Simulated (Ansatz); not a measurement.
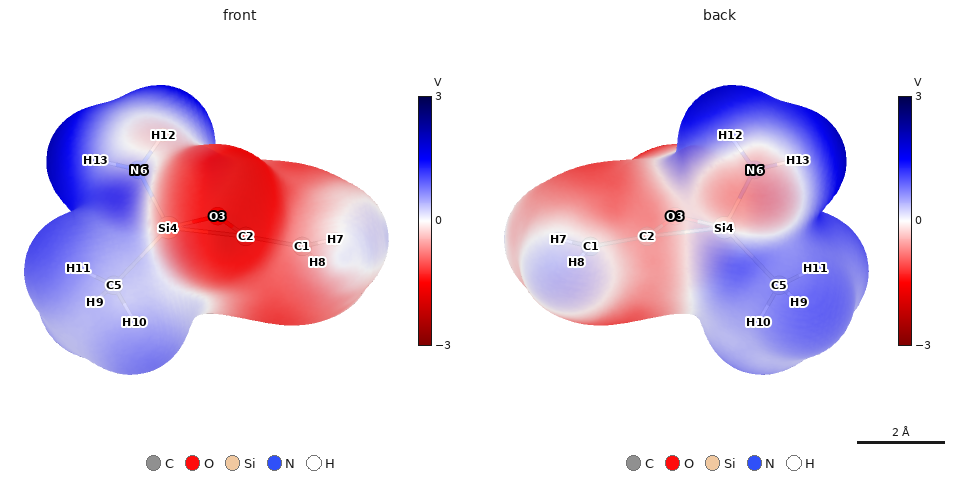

Figure. C3H7NOSi (SMILES C=C1O[Si]1(C)N). The molecular electrostatic potential painted on the density surface at 0.002 e/bohr³, seen from the front and from behind; the colour scale runs from red (negative) to blue (positive).

These are results of RKS PBE-D4/def2-SVP (Ansatz 0.2.0), not measurements.

Input file:

```
crystal:
  periodic: [false, false, false]
  atoms:
    - { symbol: C, position_ang: [2.5036, -0.5806, 0.2668] }
    - { symbol: C, position_ang: [1.215, -0.0964, 0.1881] }
    - { symbol: O, position_ang: [0.5465, 0.8965, 0.8028] }
    - { symbol: Si, position_ang: [-0.3212, 0.0398, -0.3042] }
    - { symbol: C, position_ang: [-1.7847, -0.7955, 0.5107] }
    - { symbol: "N", position_ang: [-0.7949, 1.2314, -1.4344] }
    - { symbol: H, position_ang: [3.1979, -0.0697, 0.9297] }
    - { symbol: H, position_ang: [2.8316, -1.3502, -0.3599] }
    - { symbol: H, position_ang: [-2.4889, -1.2002, -0.148] }
    - { symbol: H, position_ang: [-1.4512, -1.6051, 1.1988] }
    - { symbol: H, position_ang: [-2.3621, -0.0924, 1.1784] }
    - { symbol: H, position_ang: [0.0824, 1.5213, -1.8768] }
    - { symbol: H, position_ang: [-1.1534, 2.0663, -0.9373] }
basis:
  gaussian: { orbitals: def2-SVP }
hamiltonian:
  xc: pbe
  dispersion: d4
relax:
  f_tol: 0.015
  max_steps: 40
output:
  orbitals: {}
```

Command:

```sh
ansatz run input.yaml --threads 2 --pin off --max-ram 3072MiB --backend cpu --events-out ev --progress --plain --runs-dir out
```

The fields are those of the relaxed geometry.

### Which sites attract a positive test charge, and which a negative one?

A positive charge is drawn to the negative regions and a negative charge to the positive ones. The most negative region (about −1.7 V, or −39 kcal/mol for a unit charge) lies over O3, the most positive (about +2.0 V, or +46 kcal/mol for a unit charge) over H13. O3 is the likeliest acceptor of a hydrogen bond.
